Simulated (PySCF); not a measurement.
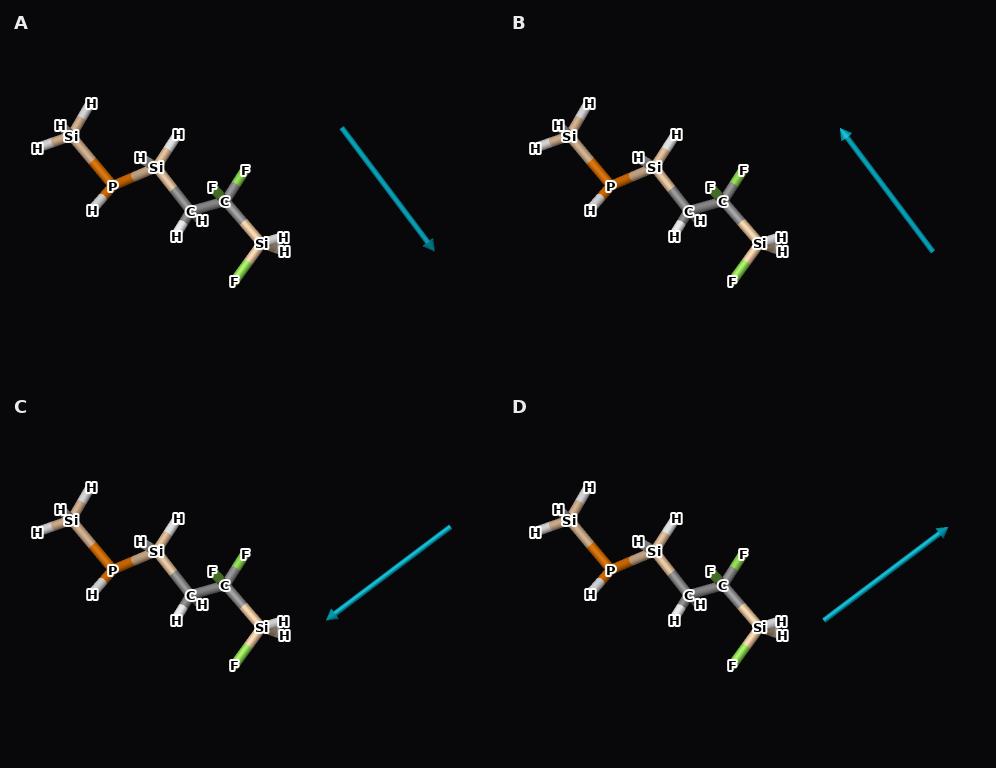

The same molecule four times, each with an arrow. Computed geometry: GFN2-xTB optimisation. No frequency run is at hand to confirm it as a minimum. Properties computed with PBE0/pcSseg-1, gas phase (PySCF 2.14.0).

> Which arrow points along the dipole moment, from the negative to the positive end?

A. The dipole moment is 0.67 D.

The geometry is semi-empirical. Around P, Si such bond lengths and angles can be off by a tenth of an ångström or more and by several degrees, and values that hang on the shape move with them.
